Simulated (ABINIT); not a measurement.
# A GW chain in ABINIT: TiO2 (Pnma), part 3 of 3

Aim: the G0W0 gap of TiO2 (Pnma) on LDA, step by step.

ABINIT 10.8.3; LDA and many-body steps on it, plane waves. Known limits of the many-body steps: not at the basis limit; coarse k mesh.

So far. Step 3 (Bands along the symmetry lines): The gap is 2.881 eV, −0.038 eV from the run before at this level. Step 4 (Empty states on the mesh, 2×4×1 mesh, 458 bands): On this mesh the gap is 2.920 eV.

## Step 5: Screening, 2×4×1 mesh, 418 bands, screening to 149.7 eV

The RPA dielectric matrix is built and inverted for each q.

This step: RPA screening on LDA, plane waves, norm-conserving pseudopotentials.

File run.abi:

```
acell 3*1.0 Angstrom
rprim 
  5.986834770000 0.000000000000 0.000000000000
  0.000000000000 3.772993030000 0.000000000000
  0.000000000000 0.000000000000 9.073150710000
ntypat 2
znucl 22 8
natom 12
typat 1 1 1 1 2 2 2 2 2 2 2 2
xred 
  0.487873190000 0.250000000000 0.864147280000
  0.512126810000 0.750000000000 0.135852720000
  0.987873190000 0.250000000000 0.635852720000
  0.012126810000 0.750000000000 0.364147280000
  0.462318310000 0.750000000000 0.918317800000
  0.736100800000 0.250000000000 0.754532560000
  0.263899200000 0.750000000000 0.245467440000
  0.537681690000 0.250000000000 0.081682200000
  0.962318310000 0.750000000000 0.581682200000
  0.236100800000 0.250000000000 0.745467440000
  0.763899200000 0.750000000000 0.254532560000
  0.037681690000 0.250000000000 0.418317800000
pp_dirpath "pseudos"
pseudos "Ti.upf, O.upf"
ecut 38
ngkpt 2 4 1
nshiftk 1
shiftk 0 0 0
kptopt 1
chksymbreak 0
istwfk *1
occopt 1
irdwfk 1
optdriver 3
nband 418
ecuteps 5.5
inclvkb 2
awtr 1
symchi 1
indata_prefix "in"
outdata_prefix "out"
tmpdata_prefix "tmp"
```

The run is started by

```sh
$ OMP_NUM_THREADS=1 mpirun -n 8 abinit run.abi > log
```

Numbers of over 12 decimals in the logs are rounded to 6 here.

What it wrote:

```text
.Version 10.8.3 of ABINIT. v10.8.2 released Aug 2026.

 Symmetries : space group Pn m a (# 62); Bravais oP (primitive ortho.)
[... echo of the input left out ...]
== DATASET  1 ==================================================================
-   mpi_nproc: 8, omp_nthreads: 1 (-1 if OMP is not activated)

--- !DatasetInfo
iteration_state: {dtset: 1, }
dimensions: {natom: 12, nkpt: 6, mband: 418, nsppol: 1, nspinor: 1, nspden: 1, mpw: 15496, }
cutoff_energies: {ecut:  38.0, pawecutdg:  -1.0, }
electrons: {nelect:   9.60000000E+01, charge:   0.00000000E+00, occopt:   1.00000000E+00, tsmear:   1.00000000E-02, }

 SCREENING: Calculation of the susceptibility and dielectric matrices

 Based on a program developped by R.W. Godby, V. Olevano, G. Onida, and L. Reining.
 Incorporated in ABINIT by V. Olevano, G.-M. Rignanese, and M. Torrent.
.Using double precision arithmetic ; gwpc =  8

[... cell and pseudopotentials left out ...]
--------------------------------------------------------------------------------

 ==== K-mesh for the wavefunctions ====
 Number of points in the irreducible wedge :     6
[... list of points left out ...]
 Together with  8 symmetry operations and time-reversal symmetry
 yields     8 points in the full Brillouin Zone.

 ==== Q-mesh for the screening function ====
 Number of points in the irreducible wedge :     6
[... list of points left out ...]
 Together with  8 symmetry operations and time-reversal symmetry
 yields     8 points in the full Brillouin Zone.

 setmesh: FFT mesh size selected  =    48x   30x   72
          total number of points  =       103680

 vcoul_init : cutoff-mode = AUXILIARY_FUNCTION
 q-points for optical limit:   1
     1)      0.000010    0.000020    0.000030

- screening: taking advantage of time-reversal symmetry
- Maximum band index for partially occupied states nbvw = 48
- Remaining bands to be divided among processors   nbcw = 370
- Number of bands treated by each node ~46

 Number of electrons calculated from density =   96.0000; Expected =   96.0000
 average of density, n =  0.069412
 r_s =    1.5095
 omega_plasma =   25.4140 [eV]

 calculating chi0 at frequencies [eV] :
  1    0.000000E+00    0.000000E+00
  2    0.000000E+00    2.541395E+01

--------------------------------------------------------------------------------
  q-point number  1        q = ( 0.000000, 0.000000, 0.000000) [r.l.u.]
--------------------------------------------------------------------------------
[... chi0 elements left out ...]
 For q-point:  0.000010 0.000020 0.000030
  dielectric constant =   4.2650
  dielectric constant without local fields =   4.5845

  Average fulfillment of the sum rule on Im[epsilon] for q-point    1 :     68.09  [%]
[... wings left out ...]
  q-point number  2        q = ( 0.500000, 0.000000, 0.000000) [r.l.u.]
--------------------------------------------------------------------------------
[... chi0 elements left out ...]
  Average fulfillment of the sum rule on Im[epsilon] for q-point    2 :     70.95  [%]

 [... 4 further q-points ...]
```

It took 7.8 min on 8 MPI ranks of Arm Neoverse V2, shared host; peak memory 11 GiB.

Numbers from this step:

```yaml
eps_infinity_with_local_fields_on_this_mesh_along_the_program_s_q_direction: 4.265
the_same_without_local_fields: 4.585
plasma_frequency: 25.41 eV
plane_waves_in_the_screening_matrix: 859
```

Local fields lower ε∞ by 7 %. On a Γ-centred mesh this coarse the value itself is usually too large, while a short band sum pulls it down.

## Step 6: Self-energy, 2×4×1 mesh, 418 bands, screening to 149.7 eV

The self-energy is evaluated for the states that the input lists, and the levels follow from it, in one-shot runs by the linearised quasiparticle equation.

This step: G0W0 on LDA, plane waves, norm-conserving pseudopotentials.

run.abi, as its differences from that of step 5:

```diff
@@ -33,8 +33,23 @@
 irdwfk 1
-optdriver 3
+optdriver 4
 nband 418
+gwcalctyp 0
+ecutsigx 38
+symsigma 1
+nkptgw 5
+kptgw 
+  0.0000000000 0.2500000000 0.0000000000
+  0.0000000000 0.0000000000 0.0000000000
+  0.5000000000 0.0000000000 0.0000000000
+  0.0000000000 0.5000000000 0.0000000000
+  0.5000000000 0.5000000000 0.0000000000
+bdgw 
+  47 50
+  47 50
+  47 50
+  47 50
+  45 52
 ecuteps 5.5
-inclvkb 2
-awtr 1
-symchi 1
+irdscr 1
+ppmodel 1
 indata_prefix "in"
```

What it wrote:

```text
.Version 10.8.3 of ABINIT. v10.8.2 released Aug 2026.

 Symmetries : space group Pn m a (# 62); Bravais oP (primitive ortho.)
[... echo of the input left out ...]
== DATASET  1 ==================================================================
-   mpi_nproc: 8, omp_nthreads: 1 (-1 if OMP is not activated)

--- !DatasetInfo
iteration_state: {dtset: 1, }
dimensions: {natom: 12, nkpt: 6, mband: 418, nsppol: 1, nspinor: 1, nspden: 1, mpw: 15496, }
cutoff_energies: {ecut:  38.0, pawecutdg:  -1.0, }
electrons: {nelect:   9.60000000E+01, charge:   0.00000000E+00, occopt:   1.00000000E+00, tsmear:   1.00000000E-02, }

 SIGMA: Calculation of the GW corrections

 Based on a program developped by R.W. Godby, V. Olevano, G. Onida, and L. Reining.
 Incorporated in ABINIT by V. Olevano, G.-M. Rignanese, and M. Torrent.
.Using double precision arithmetic ; gwpc =  8

[... cell and pseudopotentials left out ...]
--------------------------------------------------------------------------------

 ==== K-mesh for the wavefunctions ====
 Number of points in the irreducible wedge :     6
[... list of points left out ...]
 Together with  8 symmetry operations and time-reversal symmetry
 yields     8 points in the full Brillouin Zone.

 ==== Q-mesh for screening function ====
 Number of points in the irreducible wedge :     6
[... list of points left out ...]
 Together with  8 symmetry operations and time-reversal symmetry
 yields     8 points in the full Brillouin Zone.

 vcoul_init : cutoff-mode = AUXILIARY_FUNCTION
 q-points for optical limit:   1
     1)      0.000010    0.000020    0.000030
 setmesh: FFT mesh size selected  =    64x   40x   96
          total number of points  =       245760

 Number of electrons calculated from density =   96.0000; Expected =   96.0000
 average of density, n =  0.069412
 r_s =    1.5095
 omega_plasma =   25.4140 [eV]

 === KS Band Gaps ===
  >>>> For spin  1
   Minimum direct gap =   3.1145 [eV], located at k-point      :   0.0000  0.0000  0.0000
   Fundamental gap    =   2.9194 [eV], Top of valence bands at :   0.0000  0.2500  0.0000
                                       Bottom of conduction at :   0.0000  0.0000  0.0000
 SIGMA fundamental parameters:
 PLASMON POLE MODEL  1
 number of plane-waves for SigmaX                15455
 number of plane-waves for SigmaC and W            859
 number of plane-waves for wavefunctions         15455
 number of bands                                   418
 number of independent spin polarizations            1
 number of spinorial components                      1
 number of k-points in IBZ                           6
 number of q-points in IBZ                           6
 number of symmetry operations                       8
 number of k-points in BZ                            8
 number of q-points in BZ                            8
 number of frequencies for dSigma/dE                 9
 frequency step for dSigma/dE [eV]                0.25
 number of omega for Sigma on real axis              0
 max omega for Sigma on real axis  [eV]           0.00
 zcut for avoiding poles [eV]                     0.10

 EPSILON^-1 parameters (SCR file):
 dimension of the eps^-1 matrix on file            859
 dimension of the eps^-1 matrix used               859
 number of plane-waves for wavefunctions         15455
 number of bands                                   418
 number of q-points in IBZ                           6
 number of frequencies                               2
 number of real frequencies                          1
 number of imag frequencies                          1

 matrix elements of self-energy operator (all in [eV])

 Perturbative Calculation

--- !SelfEnergy_ee
iteration_state: {dtset: 1, }
kpoint     : [   0.000,    0.250,    0.000, ]
spin       : 1
KS_gap     :    3.266
QP_gap     :    5.342
Delta_QP_KS:    2.076
data: !SigmaeeData |
     Band     E0 <VxcDFT>   SigX SigC(E0)      Z dSigC/dE  Sig(E)    E-E0       E
       47  -0.485 -19.509 -24.407   4.505   0.752  -0.329 -19.804  -0.296  -0.781
       48  -0.184 -19.393 -24.386   4.621   0.747  -0.338 -19.671  -0.279  -0.462
       49   3.082 -19.624 -12.068  -5.210   0.767  -0.304 -17.826   1.798   4.880
       50   3.236 -20.176 -12.301  -5.447   0.759  -0.317 -18.333   1.844   5.080

--- !SelfEnergy_ee
iteration_state: {dtset: 1, }
kpoint     : [   0.000,    0.000,    0.000, ]
spin       : 1
KS_gap     :    3.114
QP_gap     :    5.267
Delta_QP_KS:    2.152
data: !SigmaeeData |
     Band     E0 <VxcDFT>   SigX SigC(E0)      Z dSigC/dE  Sig(E)    E-E0       E
       47  -0.389 -19.230 -24.173   4.534   0.749  -0.335 -19.537  -0.307  -0.697
       48  -0.379 -19.215 -24.292   4.608   0.749  -0.335 -19.566  -0.351  -0.730
       49   2.735 -19.711 -12.035  -5.325   0.766  -0.305 -17.910   1.801   4.537
       50   2.844 -20.018 -11.988  -5.590   0.763  -0.311 -18.157   1.862   4.706

--- !SelfEnergy_ee
iteration_state: {dtset: 1, }
kpoint     : [   0.500,    0.000,    0.000, ]
spin       : 1
KS_gap     :    3.812
QP_gap     :    5.942
Delta_QP_KS:    2.131
data: !SigmaeeData |
     Band     E0 <VxcDFT>   SigX SigC(E0)      Z dSigC/dE  Sig(E)    E-E0       E
       47  -0.558 -18.876 -23.995   4.689   0.747  -0.339 -19.197  -0.321  -0.879
       48  -0.558 -18.876 -23.995   4.689   0.747  -0.339 -19.197  -0.321  -0.879
[...]
--- !SelfEnergy_ee
iteration_state: {dtset: 1, }
kpoint     : [   0.000,    0.500,    0.000, ]
spin       : 1
KS_gap     :    3.595
QP_gap     :    5.708
Delta_QP_KS:    2.113
data: !SigmaeeData |
     Band     E0 <VxcDFT>   SigX SigC(E0)      Z dSigC/dE  Sig(E)    E-E0       E
[...]
--- !SelfEnergy_ee
iteration_state: {dtset: 1, }
kpoint     : [   0.500,    0.500,    0.000, ]
spin       : 1
KS_gap     :    4.093
QP_gap     :    6.237
Delta_QP_KS:    2.144
data: !SigmaeeData |
     Band     E0 <VxcDFT>   SigX SigC(E0)      Z dSigC/dE  Sig(E)    E-E0       E
[...]
48  -0.574 -18.994 -23.802   4.421   0.749  -0.334 -19.284  -0.290  -0.864
       49   3.519 -20.620 -12.651  -5.506   0.753  -0.328 -18.766   1.854   5.373
       50   3.519 -20.620 -12.651  -5.506   0.753  -0.328 -18.766   1.854   5.373
       51   3.519 -20.620 -12.651  -5.506   0.753  -0.328 -18.766   1.854   5.373
       52   3.519 -20.620 -12.651  -5.506   0.753  -0.328 -18.766   1.854   5.373

== END DATASET(S) ==============================================================
================================================================================

 -outvars: echo values of variables after computation  --------
           etotal      0.0000000000E+00
            nband         418
             nkpt           6
          spgroup          62
 [... the other variables as echoed above ...]

 Calculation completed.
```

Wall time 3.9 min (8 MPI ranks); peak memory 8 GiB.

This step gave:

* G0W0 gap on the mesh: 4.999 eV
* starting gap on the mesh: 2.920 eV
* k of the valence top: 0, 0.25, 0
* k of the conduction bottom: 0, 0, 0
* Z at the valence top: 0.747
* Z at the conduction bottom: 0.766
* least direct G0W0 gap on the computed points: 5.234 eV

The gap on the mesh goes from 2.92 eV to 5.00 eV, a correction of +2.08 eV.

Limits: finite bands, cutoff and mesh; coarse k mesh. v1 is the top filled band, c1 the lowest empty one. Levels before and after the correction, in eV, zero at the valence-band top of each column:

```
           conduction bottom  valence top
Kohn-Sham               2.92         0.00
     G0W0               5.00         0.00
```

```
                   level  energy (eV)
Kohn-Sham  (0 0.25 0) v2       -0.301
Kohn-Sham  (0 0.25 0) v1        0.000
Kohn-Sham  (0 0.25 0) c1        3.266
Kohn-Sham  (0 0.25 0) c2        3.420
Kohn-Sham           Γ v2       -0.205
Kohn-Sham           Γ v1       -0.195
Kohn-Sham           Γ c1        2.920
Kohn-Sham           Γ c2        3.028
     G0W0  (0 0.25 0) v2       -0.319
     G0W0  (0 0.25 0) v1        0.000
     G0W0  (0 0.25 0) c1        5.342
     G0W0  (0 0.25 0) c2        5.542
     G0W0           Γ v2       -0.235
     G0W0           Γ v1       -0.268
     G0W0           Γ c1        4.999
     G0W0           Γ c2        5.168
```

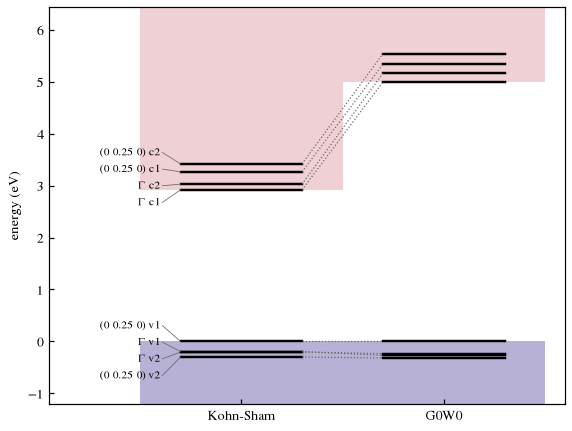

Levels before and after the correction. Shaded: valence and conduction bands.

## Step 7: Where the time went

Times are wall times on the hardware named with each run, good to a factor of about two.

```
                          step     time  share  memory (GiB)
                  ground state  3.1 min   13 %           1.2
bands along the symmetry lines  2.9 min   12 %           1.4
      empty states on the mesh  7.1 min   28 %           1.4
                     screening  7.8 min   32 %            11
                   self-energy  3.9 min   16 %           8.0
```

## Step 8: What came out

```
LDA gap                              : 2.88 eV, indirect
G0W0 gap on the mesh                 : 5.00 eV
G0W0 gap over the zone (rigid shift) : 4.96 eV
GW settings                          : 2×4×1 mesh, 418 bands, screening to 149.7 eV, Godby-Needs plasmon pole
known limits                         : not at the basis limit; coarse k mesh
```

In words: G0W0 moves the gap on the mesh from 2.92 eV to 5.00 eV (+2.08 eV), with Z of 0.75 and 0.77 at the edges. The mesh misses the band edges by 0.04 eV in all; a rigid shift gives 4.96 eV for the zone. Local fields lower the RPA ε∞ on this mesh from 4.58 to 4.26; a Γ-centred mesh this coarse tends to raise both, most where the direct gap is narrow, while a short band sum lowers them. Bands and cutoff are finite, so the gap is not at the basis limit. The miss can reach some tenths of an eV and take either sign; the mesh is an error of its own. The 2×4×1 mesh is coarse for this cell, which bears on the long-range parts of exchange and screening.

[Paths, hosts, dates, memory and timing lines, banners, echoed tables and standing remarks are left out of the program output.]

[Logs are printed without paths, hosts, clocks, repeated set-up lines and the standing remarks that a program may print on its own settings, such as how far it seeks lower states.]

[Runs of the session that timed out or met a known fault of the program may be left out.]

[Hosts, paths, dates, database ids (printed as entryN), source tags and the programs' standing remarks are cut or masked in the printed files.]

[G0W0 gaps are taken among the corrected bands and points alone; a level outside them can change the order at an edge.]

[Where Ansatz stands beside ABINIT at settings called matched, ABINIT's density can come from a denser mesh and the files from another edition; pairs whose starting gaps differed by over 0.03 eV were left out, so agreement reads better than it is.]
